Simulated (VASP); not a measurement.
# TiB2 under strain, part 2 of 4

Aim: follow the pressure of TiB2 through compression, expansion and shear. All runs use LDA. Left out of this account: 1 further run (fields: a reference on another mesh). The start is a cell from a database of measured crystal structures.

VASP 6.6.1; LDA; plane waves and PAW (Ti_sv, B).

So far, pressure (GPa): step 2 (bands, cell as listed) -10.9; step 3 (cell volume +4.0 %) -19.5.

**4. Bands, volume times 1.08**

The cell is expanded evenly, with fractional positions held.

File INCAR:

```
SYSTEM = TiB2
PREC = Accurate
ENCUT = 420
EDIFF = 1E-06
NELM = 100
ISMEAR = -1
SIGMA = 0.05
LREAL = .FALSE.
ALGO = Normal
GGA = CA
NBANDS = 22
LASPH = .TRUE.
LORBIT = 11
LWAVE = .FALSE.
LCHARG = .FALSE.
KPAR = 4
```

File POSCAR:

```
TiB2
1.0
    3.1079154826      0.0000000000      0.0000000000
   -1.5539577413      2.6915337607      0.0000000000
    0.0000000000      0.0000000000      3.3122918078
Ti B
1 2
Direct
    0.0000000000      0.0000000000      0.0000000000
    0.3333333333      0.6666666667      0.5000000000
    0.6666666667      0.3333333333      0.5000000000
```

File KPOINTS:

```
Automatic mesh
0
Gamma
11 11 9
0 0 0
```

File KPOINTS_OPT:

```
Line mode
16
Line-mode
Reciprocal
  0.00000000   0.00000000   0.00000000 GAMMA
  0.50000000   0.00000000   0.00000000 M

  0.50000000   0.00000000   0.00000000 M
  0.33333333   0.33333333   0.00000000 K

  0.33333333   0.33333333   0.00000000 K
  0.00000000   0.00000000   0.00000000 GAMMA

  0.00000000   0.00000000   0.00000000 GAMMA
  0.00000000   0.00000000   0.50000000 A

  0.00000000   0.00000000   0.50000000 A
  0.50000000   0.00000000   0.50000000 L

  0.50000000   0.00000000   0.50000000 L
  0.33333333   0.33333333   0.50000000 H

  0.33333333   0.33333333   0.50000000 H
  0.00000000   0.00000000   0.50000000 A

  0.50000000   0.00000000   0.50000000 L
  0.50000000   0.00000000   0.00000000 M

  0.33333333   0.33333333   0.00000000 K
  0.33333333   0.33333333   0.50000000 H
```

The projector-augmented-wave data sets are Ti_sv and B (LDA family, release 64).

Launch:

```
$ mpirun -np 4 vasp_std
```

What it wrote:

```text
[... set-up lines as in an earlier step ...]
 entering main loop
       N       E                     dE             d eps       ncg     rms          rms(c)
DAV:   1     0.115842721455E+03    0.11584E+03   -0.71958E+03  3552   0.792E+02
DAV:   2    -0.247559227709E+02   -0.14060E+03   -0.13310E+03  3832   0.250E+02
DAV:   3    -0.316286284203E+02   -0.68727E+01   -0.67909E+01  4202   0.552E+01
DAV:   4    -0.317781191398E+02   -0.14949E+00   -0.14934E+00  3898   0.777E+00
DAV:   5    -0.317811002711E+02   -0.29811E-02   -0.29811E-02  4136   0.102E+00    0.149E+01
DAV:   6    -0.267459625678E+02    0.50351E+01   -0.14708E+01  4246   0.342E+01    0.357E+00
DAV:   7    -0.266591685915E+02    0.86794E-01   -0.11642E+00  4098   0.101E+01    0.289E+00
DAV:   8    -0.266468749237E+02    0.12294E-01   -0.96102E-02  5014   0.227E+00    0.918E-01
DAV:   9    -0.266409049828E+02    0.59699E-02   -0.56067E-02  3912   0.245E+00    0.390E-01
DAV:  10    -0.266390840032E+02    0.18210E-02   -0.55044E-03  4262   0.679E-01    0.489E-02
DAV:  11    -0.266391477796E+02   -0.63776E-04   -0.45926E-04  4190   0.140E-01    0.380E-02
DAV:  12    -0.266391410869E+02    0.66927E-05   -0.57272E-05  3834   0.777E-02    0.104E-02
DAV:  13    -0.266391374837E+02    0.36032E-05   -0.75047E-06  4168   0.289E-02    0.190E-03
DAV:  14    -0.266391374146E+02    0.69074E-07   -0.17604E-07  2170   0.366E-03
   1 F= -.26639137E+02 E0= -.26637617E+02  d E =-.304092E-02
 Start KPOINTS_OPT (optional k-point list driver)
k-point batch [1-80\144]
       N       E                     dE             ncg
DAV:   1    -0.384736433305E+04   -0.36833E+05     3520
DAV:   2    -0.150334113554E+05   -0.11186E+05     3766
DAV:   3    -0.155945294680E+05   -0.56112E+03     4204
DAV:   4    -0.156059776368E+05   -0.11448E+02     3910
DAV:   5    -0.156061564272E+05   -0.17879E+00     4090
DAV:   6    -0.156061598397E+05   -0.34125E-02     3900
DAV:   7    -0.156061599167E+05   -0.76921E-04     3982
DAV:   8    -0.156061599185E+05   -0.18123E-05     2896
DAV:   9    -0.156061599186E+05   -0.12178E-06     2482
k-point batch [81-144\144]
       N       E                     dE             ncg
DAV:   1     0.609278015140E+04   -0.48064E+05     2840
DAV:   2    -0.284034788907E+04   -0.89331E+04     2996
DAV:   3    -0.325804375604E+04   -0.41770E+03     3528
DAV:   4    -0.326545357768E+04   -0.74098E+01     3104
DAV:   5    -0.326556195230E+04   -0.10837E+00     3466
DAV:   6    -0.326556390185E+04   -0.19496E-02     3254
DAV:   7    -0.326556394247E+04   -0.40620E-04     3492
DAV:   8    -0.326556394331E+04   -0.84512E-06     2526
```

Wall time 16 s (4 MPI ranks of Intel Xeon Platinum 8488C (Sapphire Rapids), shared host); peak memory 0.66 GiB; 63 s of CPU time.

OUTCAR, selected parts (step 4):

```text
  LATTYP: Found a hexagonal cell.
 ALAT       =     3.1079154826
 C/A-ratio  =     1.0657599366

The static configuration has the point symmetry D_6h.

 Found     80 irreducible k-points:

   ENCUT  =  420.0 eV  30.87 Ry    5.56 a.u.   5.19  5.19  5.53*2*pi/ulx,y,z

   NELECT =      18.0000    total number of electrons

 E-fermi :   9.0455

 k-point     1 :       0.0000    0.0000    0.0000
  band No.  band energies     occupation
    ...
      5      -3.7836      2.00000
      6       6.6590      2.00000
      7       6.6590      2.00000
      8       6.8682      2.00000
      9       7.1481      2.00000
     10      10.7423      0.00000
     11      10.7423      0.00000
     12      12.3748      0.00000
     13      12.3748      0.00000
     14      14.5639      0.00000
    ...

 k-point     2 :       0.0909    0.0000    0.0000
  band No.  band energies     occupation
    ...
      5      -3.6345      2.00000
      6       6.2245      2.00000
      7       6.6272      2.00000
      8       6.7595      2.00000
      9       7.2222      2.00000
     10      10.7015      0.00000
     11      10.9921      0.00000
     12      11.8593      0.00000
     13      11.9526      0.00000
     14      15.0055      0.00000
    ...

  Total       -4.7316321     -4.7316321     -4.3250815      0.0000000      0.0000000      0.0000000
  in kB     -273.6049396   -273.6049396   -250.0962952      0.0000000      0.0000000      0.0000000
  external PRESSURE =    -265.7687248 kB  Pullay stress =       0.0000000 kB

  energy-cutoff  :      420.00
  volume of cell :       27.71
      direct lattice vectors                 reciprocal lattice vectors
     3.107915483  0.000000000  0.000000000     0.321759072  0.185767687  0.000000000
    -1.553957741  2.691533761  0.000000000     0.000000000  0.371535373  0.000000000
     0.000000000  0.000000000  3.312291808     0.000000000  0.000000000  0.301905767

 POSITION                                       TOTAL-FORCE (eV/Angst)
 -----------------------------------------------------------------------------------
      0.00000      0.00000      0.00000         0.000000      0.000000     -0.000000
     -0.00000      1.79436      1.65615         0.000000     -0.000000      0.000000
      1.55396      0.89718      1.65615        -0.000000      0.000000     -0.000000
 -----------------------------------------------------------------------------------
    total drift:                               -0.000000      0.000000      0.000000

  FREE ENERGIE OF THE ION-ELECTRON SYSTEM (eV)
  ---------------------------------------------------
  free  energy   TOTEN  =       -26.6391374146 eV

  energy  without entropy=      -26.6360964971  energy(sigma->0) =      -26.63761696

 total charge
# of ion       s       p       d       tot
------------------------------------------
    1        2.163   6.177   1.991  10.331
    2        0.662   1.256   0.000   1.918
    3        0.662   1.256   0.000   1.918
--------------------------------------------------
tot          3.487   8.689   1.991  14.167

[... 3 parts as in an earlier step ...]

[... 7 further parts left out ...]
```

Numbers from this step:

| Quantity | Value |
| --- | --- |
| free energy (TOTEN) | -26.64 eV |
| energy at zero smearing | -26.64 eV |
| Fermi energy | 9.046 eV |
| pressure | -26.58 GPa |

The electronic bands at the labelled points (eV, zero at the Fermi level; # counts the bands kept):

| point | #2 | #3 | #4 | #5 | #6 | #7 | #8 | #9 |
| --- | --- | --- | --- | --- | --- | --- | --- | --- |
| Γ | -2.39 | -2.39 | -2.18 | -1.90 | 1.70 | 1.70 | 3.33 | 3.33 |
| M | -8.83 | -3.06 | -2.94 | -2.03 | 1.21 | 2.47 | 2.89 | 3.23 |
| K | -7.93 | -6.87 | -1.68 | -1.68 | 1.27 | 1.27 | 1.80 | 6.39 |
| Γ | -2.39 | -2.39 | -2.18 | -1.90 | 1.70 | 1.70 | 3.33 | 3.33 |
| A | -7.16 | -0.48 | -0.48 | -0.14 | -0.14 | 0.41 | 0.41 | 1.46 |
| L | -7.18 | -4.29 | -3.50 | -2.97 | 2.21 | 2.63 | 4.00 | 4.15 |
| H | -8.08 | -5.40 | -2.93 | -2.93 | 2.24 | 3.79 | 3.79 | 4.09 |
| A | -7.16 | -0.48 | -0.48 | -0.14 | -0.14 | 0.41 | 0.41 | 1.46 |
| jump to L | -7.18 | -4.29 | -3.50 | -2.97 | 2.21 | 2.63 | 4.00 | 4.15 |
| M | -8.83 | -3.06 | -2.94 | -2.03 | 1.21 | 2.47 | 2.89 | 3.23 |
| jump to K | -7.93 | -6.87 | -1.68 | -1.68 | 1.27 | 1.27 | 1.80 | 6.39 |
| H | -8.08 | -5.40 | -2.93 | -2.93 | 2.24 | 3.79 | 3.79 | 4.09 |

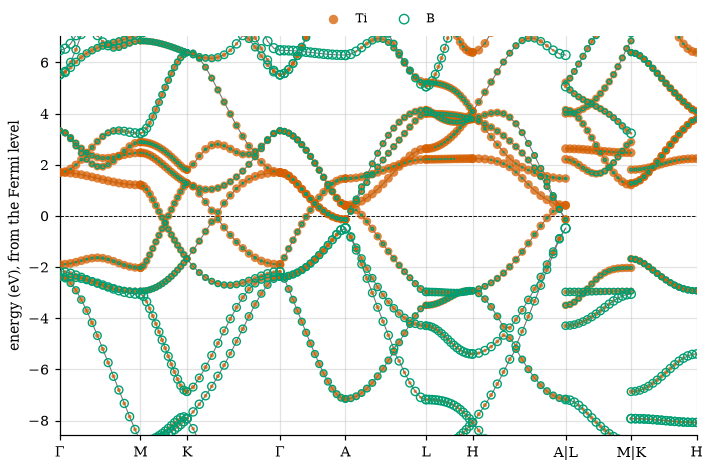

Electronic bands along the path; dots are coloured as in the legend, and their area grows with the weight.

 The pressure is -26.58 GPa.

For the pressure, step 2 gave -10.9 GPa; this run, with cell volume +8.0 %, gives -26.6 GPa.

**5. Bands, sheared, principal strains -3.5, +1.5, +2.0 %**

The cell is sheared at fixed volume, which lowers its symmetry.

INCAR is that of step 4.

File POSCAR:

```
TiB2
1.0
    3.0255200000      0.0769870000     -0.0269190000
   -1.4460880000      2.5588660000      0.0364890000
   -0.0286900000      0.0283410000      3.2673420000
Ti B
1 2
Direct
    0.0000000000      0.0000000000      0.0000000000
    0.3333333333      0.6666666667      0.5000000000
    0.6666666667      0.3333333333      0.5000000000
```

KPOINTS is that of step 4.

File KPOINTS_OPT:

```
Line mode
16
Line-mode
Reciprocal
 -0.50000000   0.00000000   0.00000000 X
  0.00000000   0.00000000   0.00000000 GAMMA

  0.00000000   0.00000000   0.00000000 GAMMA
  0.00000000   0.00000000   0.50000000 Y

 -0.50000000   0.00000000   0.50000000 L
  0.00000000   0.00000000   0.00000000 GAMMA

  0.00000000   0.00000000   0.00000000 GAMMA
  0.00000000   0.50000000   0.00000000 Z

 -0.50000000   0.50000000   0.00000000 N
  0.00000000   0.00000000   0.00000000 GAMMA

  0.00000000   0.00000000   0.00000000 GAMMA
  0.00000000   0.50000000   0.50000000 M

 -0.50000000   0.50000000   0.50000000 R
  0.00000000   0.00000000   0.00000000 GAMMA
```

Launch:

```
$ mpirun -np 4 vasp_std
```

What it wrote:

```text
[... set-up lines as in an earlier step ...]
 entering main loop
       N       E                     dE             d eps       ncg     rms          rms(c)
DAV:   1     0.114697804461E+03    0.11470E+03   -0.71233E+03 24122   0.800E+02
DAV:   2    -0.255387505659E+02   -0.14024E+03   -0.13253E+03 25850   0.250E+02
DAV:   3    -0.320663295858E+02   -0.65276E+01   -0.64500E+01 28518   0.547E+01
DAV:   4    -0.321907451665E+02   -0.12442E+00   -0.12431E+00 26804   0.722E+00
DAV:   5    -0.321929783572E+02   -0.22332E-02   -0.22331E-02 28324   0.886E-01    0.162E+01
DAV:   6    -0.268611882012E+02    0.53318E+01   -0.14195E+01 29400   0.356E+01    0.363E+00
DAV:   7    -0.268075621627E+02    0.53626E-01   -0.10214E+00 27766   0.942E+00    0.332E+00
DAV:   8    -0.267997647188E+02    0.77974E-02   -0.69823E-02 33336   0.196E+00    0.886E-01
DAV:   9    -0.267962833735E+02    0.34813E-02   -0.44386E-02 26770   0.224E+00    0.392E-01
DAV:  10    -0.267949611650E+02    0.13222E-02   -0.39638E-03 30340   0.611E-01    0.624E-02
DAV:  11    -0.267950200031E+02   -0.58838E-04   -0.45511E-04 27148   0.146E-01    0.372E-02
DAV:  12    -0.267950144289E+02    0.55742E-05   -0.26893E-05 27022   0.514E-02    0.681E-03
DAV:  13    -0.267950127874E+02    0.16415E-05   -0.45149E-06 28902   0.231E-02    0.184E-03
DAV:  14    -0.267950126675E+02    0.11990E-06   -0.13259E-07 14096   0.301E-03
   1 F= -.26795013E+02 E0= -.26793654E+02  d E =-.271801E-02
 Start KPOINTS_OPT (optional k-point list driver)
k-point batch [1-112\112]
       N       E                     dE             ncg
DAV:   1     0.675745495057E+04   -0.40951E+05     4974
DAV:   2    -0.890471949013E+04   -0.15662E+05     5144
DAV:   3    -0.966091760324E+04   -0.75620E+03     5930
DAV:   4    -0.967456011158E+04   -0.13643E+02     5582
DAV:   5    -0.967474583800E+04   -0.18573E+00     5822
DAV:   6    -0.967474922956E+04   -0.33916E-02     5648
DAV:   7    -0.967474930670E+04   -0.77136E-04     5748
DAV:   8    -0.967474930849E+04   -0.17914E-05     4128
DAV:   9    -0.967474930867E+04   -0.18012E-06     3844
```

It took 54 s on 4 MPI ranks; peak memory 1.6 GiB; 3.5 min of CPU time.

Parts of OUTCAR (step 5):

```text
   k-points           NKPTS =    545   k-points in BZ     NKDIM =    545   number of bands    NBANDS=     22

   ENCUT  =  420.0 eV  30.87 Ry    5.56 a.u.   5.06  4.91  5.46*2*pi/ulx,y,z

   NELECT =      18.0000    total number of electrons

 E-fermi :   9.8734

 k-point     1 :       0.0000    0.0000    0.0000
  band No.  band energies     occupation
    ...
      5      -3.3951      2.00000
      6       7.1644      2.00000
      7       7.4648      2.00000
      8       7.6581      2.00000
      9       7.8398      2.00000
     10      11.6866      0.00000
     11      11.8330      0.00000
     12      13.3561      0.00000
     13      13.5352      0.00000
     14      15.2934      0.00000
    ...

  Total       -1.4231501     -0.6836687     -2.4932432     -2.4142079     -0.7435952      0.7358204
  in kB      -88.8766095    -42.6955377   -155.7045837   -150.7687793    -46.4379812     45.9524409
  external PRESSURE =     -95.7589103 kB  Pullay stress =       0.0000000 kB

 POSITION                                       TOTAL-FORCE (eV/Angst)
 -----------------------------------------------------------------------------------
      0.00000      0.00000      0.00000         0.000000      0.000000      0.000000
      0.03010      1.74574      1.64902        -0.171917      0.005046      0.008225
      1.52064      0.91845      1.62789         0.171917     -0.005046     -0.008225
 -----------------------------------------------------------------------------------
    total drift:                               -0.000000      0.000000      0.000000

  FREE ENERGIE OF THE ION-ELECTRON SYSTEM (eV)
  ---------------------------------------------------
  free  energy   TOTEN  =       -26.7950126675 eV

  energy  without entropy=      -26.7922946609  energy(sigma->0) =      -26.79365366

[... 1 part as in an earlier step ...]

[... 14 further parts left out ...]
```

The path and its labels are those of the sheared lattice, so a letter need not mean the same point as in the unstrained cell.

Numbers from this step:

```
irreducible k-points    : 545
symmetry operations     : 2
free energy (TOTEN)     : -26.80 eV
energy at zero smearing : -26.79 eV
Fermi energy            : 9.873 eV
pressure                : -9.576 GPa
```

Electronic bands along the path, in eV, zero at the Fermi level; # counts the bands kept:

| point | #1 | #2 | #3 | #4 | #5 | #6 | #7 | #8 |
| --- | --- | --- | --- | --- | --- | --- | --- | --- |
| X | -9.23 | -3.38 | -2.70 | -2.05 | 1.49 | 2.74 | 3.34 | 3.47 |
| Γ | -2.71 | -2.41 | -2.22 | -2.03 | 1.81 | 1.96 | 3.48 | 3.66 |
| Y | -7.48 | -0.58 | -0.27 | -0.19 | 0.09 | 0.21 | 0.75 | 1.46 |
| jump to L | -7.42 | -4.11 | -3.59 | -3.25 | 2.31 | 2.93 | 4.24 | 4.55 |
| Γ | -2.71 | -2.41 | -2.22 | -2.03 | 1.81 | 1.96 | 3.48 | 3.66 |
| Z | -8.89 | -3.28 | -3.19 | -2.21 | 1.31 | 2.70 | 3.32 | 3.40 |
| jump to N | -8.70 | -3.46 | -3.22 | -2.32 | 1.21 | 2.83 | 3.21 | 3.31 |
| Γ | -2.71 | -2.41 | -2.22 | -2.03 | 1.81 | 1.96 | 3.48 | 3.66 |
| M | -7.43 | -4.58 | -3.72 | -2.90 | 2.37 | 2.98 | 4.26 | 4.70 |
| jump to R | -7.44 | -4.82 | -3.81 | -2.71 | 2.42 | 3.04 | 4.39 | 4.67 |
| Γ | -2.71 | -2.41 | -2.22 | -2.03 | 1.81 | 1.96 | 3.48 | 3.66 |

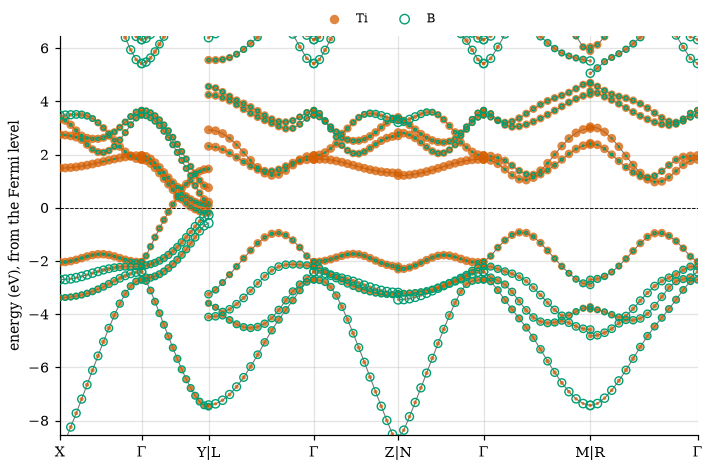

Electronic bands along the path; dots are coloured as in the legend, and their area grows with the weight.

Force by atom:

| atom | x (eV/Å) | y (eV/Å) | z (eV/Å) | size |
| --- | --- | --- | --- | --- |
| Ti1 | 0.000 | 0.000 | 0.000 | 0.000 |
| B2 | -0.172 | 0.005 | 0.008 | 0.172 |
| B3 | 0.172 | -0.005 | -0.008 | 0.172 |

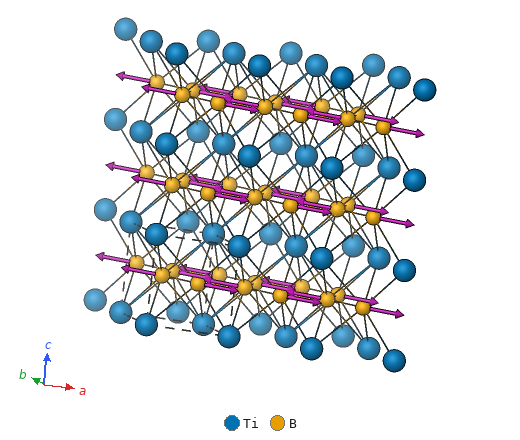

Force as arrows, the longest 0.172 eV/Å. 3×2×3 cells are drawn. Some periodic images of atoms are drawn too.

 The pressure is -9.58 GPa, and the symmetry operations fall from 24 to 2.

[end of part 2 of 4]

[Lines on the potential files, build, host, timing and source positions are cut from VASP's logs without a mark.]

[Logs are printed without paths, hosts, clocks, repeated set-up lines and the standing remarks that a program may print on its own settings, such as how far it seeks lower states.]

[Hosts, paths, dates, database ids (printed as entryN), source tags and the programs' standing remarks are cut or masked in the printed files.]

[A measured line is paired with the nearest computed mode of its activity, which favours agreement.]

[Band numbers marked # count the bands kept; VASP's own numbers are higher by 4 or 5.]
